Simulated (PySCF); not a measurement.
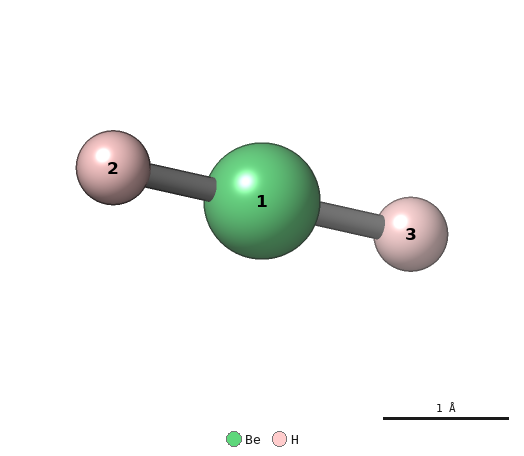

Orthographic view. Distant atoms are faded towards the background colour. The computed structure is the end point of a PBE0-D3(BJ)/def2-SVP optimisation. No frequency run is at hand to confirm it as a minimum.

Write a Z-matrix (Å, degrees) in the order of the atom numbers, with these reference atoms: 2 to 1; 3 to 1, 2.

```
Be 
H    1   1.339
H    1   1.340   2   180.0
```
